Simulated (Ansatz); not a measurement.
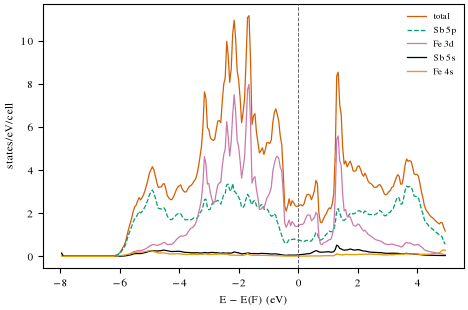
*Total and projected density of states of FeSb2 in space group Pnnm (No. 58; Fe on 2a, Sb on 4g), the program Ansatz at the r²SCAN level (PAW)*

Problem. Which orbitals carry the states next to the Fermi level?

Solution. Within 0.5 eV of the Fermi level: Fe 3d 64 %, Sb 5p 28 %. Projections are on Löwdin-orthogonalised atomic valence shells; empty p or d shells of many metals are not among them.

Problem. Where is the tallest occupied peak in this window, and what makes it?

Solution. Near -1.6 eV, about 11 states/eV per cell; the largest projected share is Fe 3d.

The workflow started from a Materials Project entry (that database holds measured and hypothetical structures alike); the Crystallography Open Database files this formula in space group No. 58, but the cells were not matched. Its standing as an ambient phase is unchecked. Symmetry was held in the r²SCAN relaxation; whether a distortion lowers the energy is not shown. The final state is ferromagnetic, the only order run, not a proven ground state. Other orbital occupations within this spin state were not tried. Scalar-relativistic: spin–orbit coupling is off unless named, which matters more the heavier the elements.

Potentials: the later of the program's two PAW sets.
